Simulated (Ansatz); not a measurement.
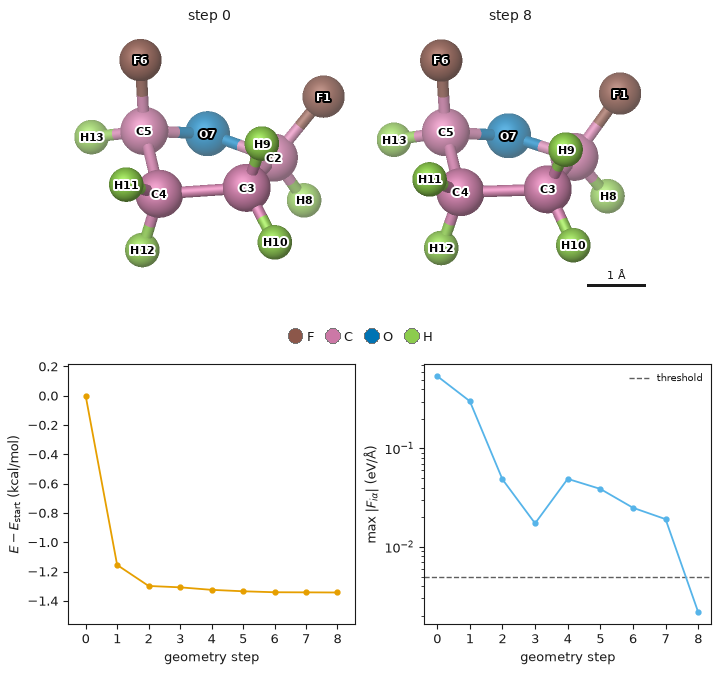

First and last geometry of a relaxation of C4H6F2O, with the history of the run. A ball-and-stick model, seen from a free direction.

The start comes from PBE-D4/def2-SVP.

Method: Ansatz 0.2.0, RKS PBE0-D4/def2-TZVP. Settings: force threshold 0.005 eV/Å; at most 150 steps.

Did the run converge, and what did it change?

Answer. It converged. The largest move after the best rigid fit is that of H9, 0.12 Å. By element the largest moves are H 0.12 Å, F 0.10 Å, O 0.04 Å, C 0.03 Å. Among the contacts that change: C2–H8 1.112 → 1.092 Å, C2–O7 1.413 → 1.396 Å, C5–O7 1.400 → 1.386 Å, C4–C5 1.526 → 1.513 Å. After 8 geometry steps the energy has fallen by 1.34 kcal/mol. The largest force component goes from 0.54 to 0.0022 eV/Å. Cost: 43 s on 4 threads of Arm Neoverse V2, on a shared host.
